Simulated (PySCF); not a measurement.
# C2H3BBr2Cl2: electronic excitations

Aim: predict the electronic excitations of C2H3BBr2Cl2 (`ClB(Cl)CC(Br)Br`).

Programs: PySCF 2.14.0, with density-fitted response routines of our own. Each step states its level of theory. These are calculated values for one molecule in the gas phase, unless marked as measured. Atoms count from 0, in the outputs and in this text.

## 1. Starting geometry

10 atoms, charge 0, multiplicity 1; geometry from: GFN2-xTB.

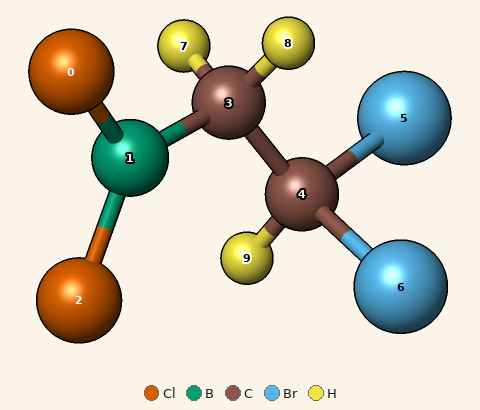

As it starts; chlorine orange, boron teal, carbon brown, bromine blue, hydrogen yellow, atoms numbered.

## 2. Excited states and response: CAM-B3LYP/def2-SVPD

Job settings and geometry (Å):

```
{"job": {"kind": "uv", "xc": "CAM-B3LYP", "basis": "def2-SVPD", "nstates": 8, "ntriplets": 3}, "charge": 0, "multiplicity": 1}
Cl     2.613762     0.860353     1.259162
B      1.472931     0.327716     0.100961
Cl     1.899927     0.307879    -1.560213
C      0.038235    -0.197344     0.587840
C     -1.024282    -0.216541    -0.494138
Br    -2.657258    -1.085658     0.141199
Br    -1.456694     1.596961    -1.079573
H      0.151457    -1.219863     0.969211
H     -0.320519     0.391951     1.437173
H     -0.708676    -0.760800    -1.384149
```

With the program's defaults for keys left out, this is: TDDFT CAM-B3LYP/def2-SVPD, vertical, gas phase, core orbitals frozen in the response.

The run is started by

```sh
$ OMP_NUM_THREADS=1 python probes_run.py task.json out
```

This one command runs all jobs of the session in turn.

The program printed:

```text
coarse grid: 50256 points
cycle   1  E = -6170.8298764092  dE = -1.198e+00  |g| = 5.330e-01  |ddm| = 4.358e+00
cycle   2  E = -6170.7897727576  dE =  4.010e-02  |g| = 6.987e-01  |ddm| = 1.816e+00
cycle   3  E = -6170.9135842915  dE = -1.238e-01  |g| = 7.876e-02  |ddm| = 9.872e-01
cycle   4  E = -6170.9146589720  dE = -1.075e-03  |g| = 3.133e-02  |ddm| = 1.431e-01
cycle   5  E = -6170.9149042688  dE = -2.453e-04  |g| = 7.022e-03  |ddm| = 5.758e-02
cycle   6  E = -6170.9149194629  dE = -1.519e-05  |g| = 1.900e-03  |ddm| = 1.444e-02
cycle   7  E = -6170.9149206321  dE = -1.169e-06  |g| = 6.872e-04  |ddm| = 4.474e-03
final grid: 99384 points
cycle   8  E = -6170.9148061098  dE = -5.327e-08  |g| = 6.800e-04  |ddm| = 3.493e-03
cycle   9  E = -6170.9148060913  dE =  1.850e-08  |g| = 7.434e-04  |ddm| = 2.079e-03
cycle  10  E = -6170.9148062303  dE = -1.390e-07  |g| = 5.841e-05  |ddm| = 9.862e-04
cycle  11  E = -6170.9148062313  dE = -9.950e-10  |g| = 2.065e-05  |ddm| = 1.132e-04
converged SCF energy = -6170.9148062313

Static polarisability (au): isotropic 106.533, principal 90.052 105.684 123.862

Singlet excitations
state   eV       nm        f      main configurations
  1   5.4675    226.8   0.01537   H->L+1 0.52, H->L 0.37
  2   5.7118    217.1   0.00060   H-1->L+1 0.47, H-1->L 0.36
  3   5.8049    213.6   0.00074   H-2->L 0.41, H-2->L+1 0.37, H-1->L+3 0.09
  4   6.0489    205.0   0.00135   H-3->L 0.31, H->L+3 0.23, H-3->L+1 0.21
  5   6.1151    202.8   0.00039   H-5->L 0.25, H-4->L 0.20, H-3->L+1 0.10
  6   6.2136    199.5   0.00123   H-4->L 0.49, H-5->L 0.18
  7   6.4530    192.1   0.00554   H->L 0.42, H->L+1 0.26, H-4->L 0.12
  8   6.6984    185.1   0.00242   H-2->L 0.32, H-1->L 0.22, H-2->L+1 0.21

Triplet excitations (Tamm-Dancoff, eV): 4.8304 5.1273 5.2052
```

It took 1.9 min on 1 thread of Arm Neoverse N1, shared host; peak memory 1 GiB.

The orbitals next to the gap, with their largest atomic shares:

```csv
orbital,eV,atoms
HOMO−3,-10.19,"Br5 39 %, Br6 36 %, C4 13 %"
HOMO−2,-9.86,"Br6 65 %, Br5 18 %, C4 8 %"
HOMO−1,-9.72,"Br5 61 %, Br6 17 %, C4 9 %"
HOMO,-9.35,"Br6 47 %, Br5 47 %"
LUMO,-0.64,"B1 36 %, Cl2 16 %, Cl0 16 %"
LUMO+1,-0.03,"Br5 29 %, Br6 26 %, C4 20 %"
LUMO+2,0.48,"B1 39 %, Cl0 12 %, Br6 12 %"
```

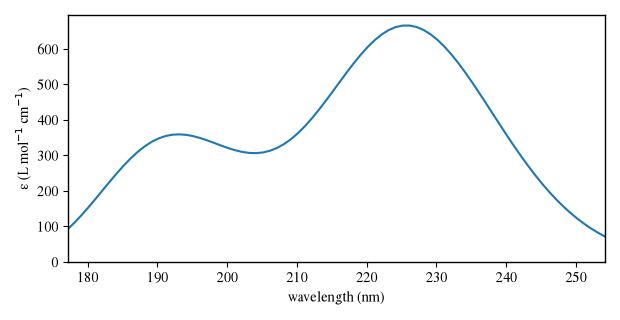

Absorption spectrum: each of the 8 states is a Gaussian band of 0.4 eV half-width at 1/e. Beyond the last state computed it falls off for lack of states.

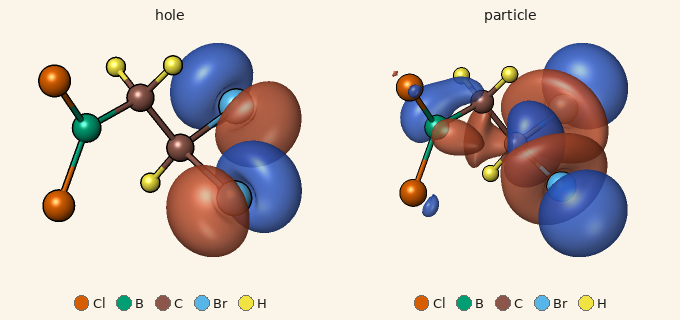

Leading natural transition orbitals of singlet state 1: the electron leaves the hole (left) for the particle orbital (right).

Ground-state properties from the same run:

```csv
property,computed
dipole moment (D),1.41
polarisability (Å³),15.79
HOMO–LUMO gap (eV),8.71
−ε(HOMO) (eV),9.35
```

The fields below are evaluated on a grid from the run's orbitals.

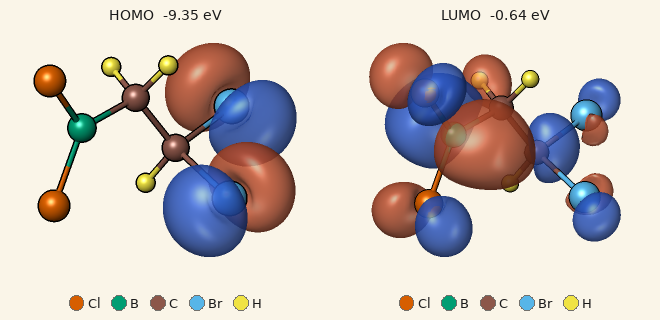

Frontier orbitals at CAM-B3LYP/def2-SVPD; each surface holds 70 % of the orbital's density, blue and red mark the sign.

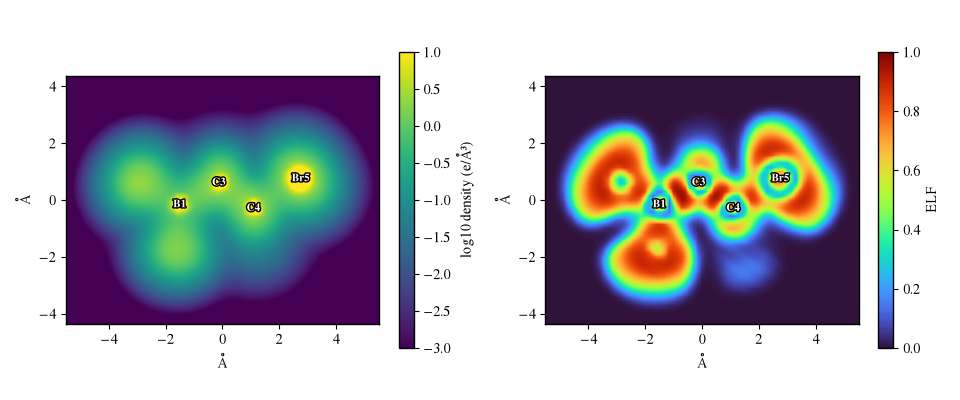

Density (left) and ELF (right) in a plane through or near 4 of the atoms.

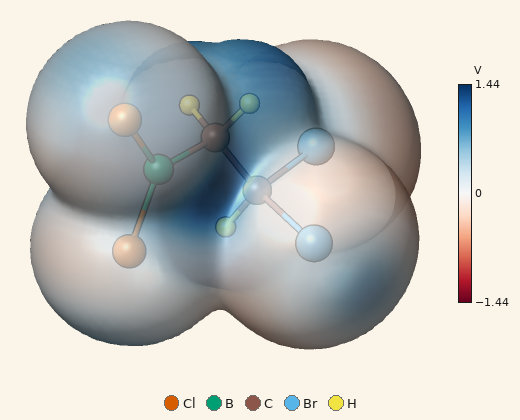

The potential that a unit positive charge feels on the 0.002 e/bohr³ surface, from -0.49 V near Br5 to 1.44 V near B1.

## 3. Summary of results

```
                             quantity                        value
 lowest singlet (CAM-B3LYP/def2-SVPD)  5.47 eV (227 nm), f = 0.015
                       lowest triplet                      4.83 eV
surface potential, least and greatest           -0.49 V and 1.44 V
```

**Reading.** The lowest singlet, at 5.47 eV, is HOMO→LUMO+1 0.52, HOMO→LUMO 0.37 and is weak. The lowest triplet lies 0.64 eV below the lowest singlet (triplets in Tamm-Dancoff, singlets in full TDDFT). By nearest atom (CAM-B3LYP/def2-SVPD), the HOMO sits on Br5, Br6 about 47 % each and the LUMO on B1 48 %; Cl0, Cl2 about 12 % each.
